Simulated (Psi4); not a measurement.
# singlet [SiNHF3]+ at 3 levels

We compute a comparison of 3 runs (HF/6-31G*, MP2/6-31G*, CCSD/6-31G*) of singlet [SiNHF3]+. 

The calculation is run with Psi4 1.11.

## Step 1: The system as given

[SiNHF3]+: 6 atoms, total charge +1, spin state singlet. As SMILES of the parent species, `[NH][Si](F)(F)F`. The shape is that of a PBE0-D4/def2-TZVP optimisation. That shape belongs to the parent species and isn't relaxed for this state.

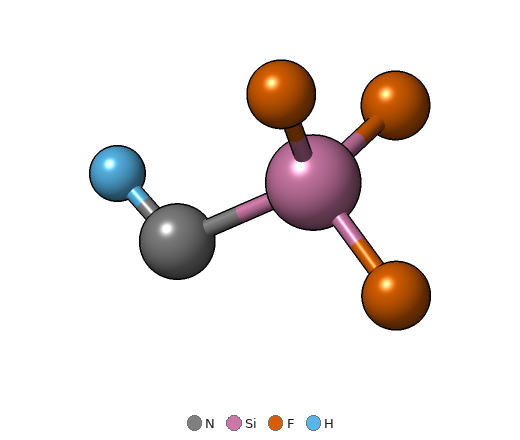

Viewed from a chosen angle; nitrogen grey, silicon pink, fluorine orange, hydrogen blue.

## Step 2: A single-point energy at HF/6-31G(d) (spherical functions) (run 1)

input.json

```json
{
 "schema_name": "qcschema_input",
 "schema_version": 1,
 "molecule": {
  "schema_name": "qcschema_molecule",
  "schema_version": 2,
  "symbols": ["N", "Si", "F", "F", "F", "H"],
  "geometry": [-1.84153811, 1.14252841, 1.34907548, 0.36585098, -0.16931946, -0.65403421, -0.16459515, 0.73245785, -3.42531757, 0.23262529, -3.13959098, -0.62398757, 3.12239448, 0.67954551, 0.06727425, -1.63518002, 0.63381414, 3.19968427],
  "molecular_charge": 1,
  "molecular_multiplicity": 1,
  "fix_symmetry": "c1"
 },
 "driver": "energy",
 "model": {
  "method": "scf",
  "basis": "6-31G*"
 },
 "keywords": {
  "puream": true,
  "e_convergence": 1e-09,
  "d_convergence": 1e-08,
  "scf_type": "pk"
 }
}
```

Command:

```sh
$ psi4 --qcschema input.json -n 1 --memory 2200MB
```

stdout:

```text
[...]
  Running in c1 symmetry.
[...]
  Nuclear repulsion =  256.064953510434805
[...]
  Multiplicity = 1
[...]
  Nalpha       = 24
  Nbeta        = 24
[...]
    Number of basis functions: 76
[...]
   @RHF iter   1:  -641.82741226113114   -7.23835e-01   7.43026e-03 DIIS/ADIIS
[...]
   @RHF iter  15:  -641.97169828816527   -3.75167e-12   2.36666e-09 DIIS
[...]
    Orbital Energies [Eh]
    ---------------------
    Doubly Occupied:
       1A    -69.185849     2A    -26.550946     3A    -26.550732
       4A    -26.532037     5A    -16.098970     6A     -6.528202
       7A     -4.637686     8A     -4.636608     9A     -4.636011
      10A     -1.861620    11A     -1.834970    12A     -1.822829
      13A     -1.544041    14A     -1.110013    15A     -1.019200
      16A     -0.967761    17A     -0.966685    18A     -0.940165
      19A     -0.910164    20A     -0.907280    21A     -0.892848
      22A     -0.890151    23A     -0.874940    24A     -0.865290
[...]
  @RHF Final Energy:  -641.97169828816527
   => Energetics <=
    Nuclear Repulsion Energy =            256.0649535104348047
    One-Electron Energy =               -1390.5433071851045952
    Two-Electron Energy =                 492.5066553865045194
    Total Energy =                       -641.9716982881652712
[...]
 Multipole Moments:
 ------------------------------------------------------------------------------------
     Multipole            Electronic (a.u.)      Nuclear  (a.u.)        Total (a.u.)
 ------------------------------------------------------------------------------------
 L = 1.  Multiply by 2.5417464519 to convert [e a0] to [Debye]
 Dipole X            :          0.2916170           -1.9662838           -1.6746668
 Dipole Y            :         -0.1668995            0.9656641            0.7987646
 Dipole Z            :         -0.2955491            2.8531712            2.5576222
 Magnitude           :                                                    3.1597412
[...]
```

The result, in JSON:

```text
{
 "driver": "energy",
 "model": {
  "method": "scf",
  "basis": "6-31G*"
 },
 "success": true,
 "return_result": -641.9716982881653,
 "properties": {
  "calcinfo_nbasis": 76,
  "calcinfo_nmo": 76,
  "calcinfo_nalpha": 24,
  "calcinfo_nbeta": 24,
  "calcinfo_natom": 6,
  "nuclear_repulsion_energy": 256.0649535104348,
  "return_energy": -641.9716982881653,
  "scf_one_electron_energy": -1390.5433071851046,
  "scf_two_electron_energy": 492.5066553865045,
  "scf_dipole_moment": [-1.674666759506232, 0.7987645696650337, 2.5576221522962426],
  "scf_total_energy": -641.9716982881653,
  "scf_iterations": 15
 }
}
```

It took 1.9 s on 1 thread of Intel Xeon 6975P-C (Granite Rapids), shared host; peak memory 0.25 GiB.

## Step 3: The energy at MP2/6-31G(d) (spherical functions) (run 2)

calc.in

```
memory 2200 MB

molecule {
  1 1
  N     -0.974500     0.604600     0.713900
  Si     0.193600    -0.089600    -0.346100
  F     -0.087100     0.387600    -1.812600
  F      0.123100    -1.661400    -0.330200
  F      1.652300     0.359600     0.035600
  H     -0.865300     0.335400     1.693200
  symmetry c1
}

set basis 6-31G*
set reference rhf
set puream true
set e_convergence 1e-09
set d_convergence 1e-08
set scf_type pk
set num_frozen_docc 9
set mp2_type conv

result, w = energy('mp2', return_wfn=True)
```

Command:

```sh
$ psi4 calc.in calc.out -n 1
```

calc.out:

```text
[...]
  Running in c1 symmetry.
[...]
  Nuclear repulsion =  256.064953319374581
[...]
  Multiplicity = 1
[...]
  Nalpha       = 24
  Nbeta        = 24
[...]
    Number of basis functions: 76
[...]
   @RHF iter   1:  -641.82741226101336   -7.23835e-01   7.43026e-03 ADIIS/DIIS
[...]
   @RHF iter  15:  -641.97169828831250   -4.20641e-12   2.36666e-09 DIIS
[...]
    Orbital Energies [Eh]
    ---------------------
    Doubly Occupied:
       1A    -69.185849     2A    -26.550946     3A    -26.550732
       4A    -26.532037     5A    -16.098970     6A     -6.528202
       7A     -4.637686     8A     -4.636608     9A     -4.636011
      10A     -1.861620    11A     -1.834970    12A     -1.822829
      13A     -1.544041    14A     -1.110013    15A     -1.019200
      16A     -0.967761    17A     -0.966685    18A     -0.940165
      19A     -0.910164    20A     -0.907280    21A     -0.892848
      22A     -0.890151    23A     -0.874940    24A     -0.865290
[...]
  @RHF Final Energy:  -641.97169828831250
   => Energetics <=
    Nuclear Repulsion Energy =            256.0649533193745810
    One-Electron Energy =               -1390.5433068114457456
    Two-Electron Energy =                 492.5066552037586689
    Total Energy =                       -641.9716982883124956
[...]
 Multipole Moments:
 ------------------------------------------------------------------------------------
     Multipole            Electronic (a.u.)      Nuclear  (a.u.)        Total (a.u.)
 ------------------------------------------------------------------------------------
 L = 1.  Multiply by 2.5417464519 to convert [e a0] to [Debye]
 Dipole X            :          0.2916170           -1.9662838           -1.6746668
 Dipole Y            :         -0.1668995            0.9656641            0.7987646
 Dipole Z            :         -0.2955491            2.8531713            2.5576222
 Magnitude           :                                                    3.1597412
[...]
	SCS-MP2 Total Energy (a.u.)        :  -642.65130635587241
	SOS-MP2 Total Energy (a.u.)        :  -642.58861957130068
	SCSN-MP2 Total Energy (a.u.)       :  -642.30268451085169
[...]
	SOS-PI-MP2 Total Energy (a.u.)     :  -642.69143978513205
[...]
	MP2 Total Energy (a.u.)            :  -642.67385971118472
[...]
```

Run time: 3 s. Hardware: 1 thread of Intel Xeon 6975P-C (Granite Rapids), shared host; peak memory 0.33 GiB.

## Step 4: The energy at CCSD/6-31G(d) (spherical functions) (run 3)

f3hnsi.xyz

```xyz
6
F3HNSi
N     -0.974500     0.604600     0.713900
Si     0.193600    -0.089600    -0.346100
F     -0.087100     0.387600    -1.812600
F      0.123100    -1.661400    -0.330200
F      1.652300     0.359600     0.035600
H     -0.865300     0.335400     1.693200
```

f3hnsi.py

```python
import psi4

psi4.set_memory('2200 MB')
psi4.set_num_threads(1)
psi4.set_output_file('output.dat', False)

with open('f3hnsi.xyz') as f:
    atoms = ''.join(f.readlines()[2:])
m = psi4.geometry('1 1\n' + atoms + 'symmetry c1\nno_reorient\nno_com')

psi4.set_options({
    'basis': '6-31G*',
    'puream': True,
    'e_convergence': 1e-09,
    'd_convergence': 1e-08,
    'scf_type': 'pk',
    'num_frozen_docc': 9,
})

E, wfn = psi4.energy("ccsd", return_wfn=True)
print('E =', round(E, 9))
for k, v in sorted(psi4.core.scalar_variables().items()):
    print(f'{k:45s} {v:18.10f}')
```

Command:

```sh
$ python f3hnsi.py
```

output.dat:

```text
[...]
  Running in c1 symmetry.
[...]
  Nuclear repulsion =  256.064953319374581
[...]
  Multiplicity = 1
[...]
  Nalpha       = 24
  Nbeta        = 24
[...]
    Number of basis functions: 76
[...]
   @RHF iter   1:  -641.82741226101371   -7.23835e-01   7.43026e-03 DIIS/ADIIS
[...]
   @RHF iter  15:  -641.97169828831261   -3.97904e-12   2.36666e-09 DIIS
[...]
    Orbital Energies [Eh]
    ---------------------
    Doubly Occupied:
       1A    -69.185849     2A    -26.550946     3A    -26.550732
       4A    -26.532037     5A    -16.098970     6A     -6.528202
       7A     -4.637686     8A     -4.636608     9A     -4.636011
      10A     -1.861620    11A     -1.834970    12A     -1.822829
      13A     -1.544041    14A     -1.110013    15A     -1.019200
      16A     -0.967761    17A     -0.966685    18A     -0.940165
      19A     -0.910164    20A     -0.907280    21A     -0.892848
      22A     -0.890151    23A     -0.874940    24A     -0.865290
[...]
  @RHF Final Energy:  -641.97169828831261
   => Energetics <=
    Nuclear Repulsion Energy =            256.0649533193745810
    One-Electron Energy =               -1390.5433068114446087
    Two-Electron Energy =                 492.5066552037573615
    Total Energy =                       -641.9716982883126093
[...]
 Multipole Moments:
 ------------------------------------------------------------------------------------
     Multipole            Electronic (a.u.)      Nuclear  (a.u.)        Total (a.u.)
 ------------------------------------------------------------------------------------
 L = 1.  Multiply by 2.5417464519 to convert [e a0] to [Debye]
 Dipole X            :        -20.5502497           19.3097885           -1.2404612
 Dipole Y            :          9.8767695           -9.2872480            0.5895215
 Dipole Z            :         34.1907029          -32.3515444            1.8391586
 Magnitude           :                                                    2.2953831
[...]
      * MP2 total energy                      = -642.673859711181422
[...]
      * CCSD total energy                     = -642.702742590724256
```

On the terminal:

```text
E = -642.702742591
CC D1 DIAGNOSTIC                                    0.1019473280
CC D2 DIAGNOSTIC                                    0.2183474939
CC NEW D1 DIAGNOSTIC                                0.1019473280
CC T1 DIAGNOSTIC                                    0.0219418057
CCSD CORRELATION ENERGY                            -0.7310443024
CCSD DOUBLES ENERGY                                -0.7310443024
CCSD ITERATIONS                                    34.0000000000
CCSD OPPOSITE-SPIN CORRELATION ENERGY              -0.5627311850
CCSD SAME-SPIN CORRELATION ENERGY                  -0.1683131174
CCSD SINGLES ENERGY                                 0.0000000000
CCSD TOTAL ENERGY                                -642.7027425907
CURRENT CORRELATION ENERGY                         -0.7310443024
CURRENT ENERGY                                   -642.7027425907
CURRENT REFERENCE ENERGY                         -641.9716982883
DD SOLVATION ENERGY                                 0.0000000000
HF KINETIC ENERGY                                 641.7278789043
HF POTENTIAL ENERGY                             -1283.6995771926
HF TOTAL ENERGY                                  -641.9716982883
HF VIRIAL RATIO                                     2.0003799420
MP2 CORRELATION ENERGY                             -0.7021614229
MP2 DOUBLES ENERGY                                 -0.7021614229
MP2 OPPOSITE-SPIN CORRELATION ENERGY               -0.5141010692
MP2 SAME-SPIN CORRELATION ENERGY                   -0.1880603537
MP2 SINGLES ENERGY                                 -0.0000000000
MP2 TOTAL ENERGY                                 -642.6738597112
NUCLEAR REPULSION ENERGY                          256.0649533194
ONE-ELECTRON ENERGY                             -1390.5433068114
PCM POLARIZATION ENERGY                             0.0000000000
PE ENERGY                                           0.0000000000
SCF ITERATION ENERGY                             -641.9716982883
SCF ITERATIONS                                     15.0000000000
SCF TOTAL ENERGY                                 -641.9716982883
TWO-ELECTRON ENERGY                               492.5066552038
```

It took 17 s on 1 thread of Intel Xeon 6975P-C (Granite Rapids), shared host; peak memory 0.38 GiB.

## Step 5: All runs side by side

```csv
run,level,frozen core orbitals,mp2 type,energy (Eh),HOMO energy (eV),LUMO energy (eV),HOMO–LUMO gap (eV),wall time
1,HF/6-31G* (spherical functions),0,–,-641.971698,-23.55,-10.84,12.70,1.9 s
2,MP2/6-31G* (spherical functions),9,conv,-642.673860,-23.55,-10.84,12.70,3 s
3,CCSD/6-31G* (spherical functions),9,–,-642.702743,-23.55,-10.84,12.70,17 s
```

## Step 6: What came out

| quantity | value |
| --- | --- |
| run 3: total energy | -642.70274 Eh |
| run 3: HOMO energy (Hartree–Fock orbitals) | -23.55 eV |
| run 3: LUMO energy (Hartree–Fock orbitals) | -10.84 eV |
| run 3: HOMO–LUMO gap (Hartree–Fock orbitals) | 12.70 eV |
| run 3: correlation energy (9 core orbitals frozen) | -731.0 mEh |
| run 3: T1 diagnostic | 0.022 |

Below the HF energy at the same shape and in the same basis (6-31G*): MP2 -702.2 mEh; CCSD -731.0 mEh. All runs together took 22 s, the longest 17 s.
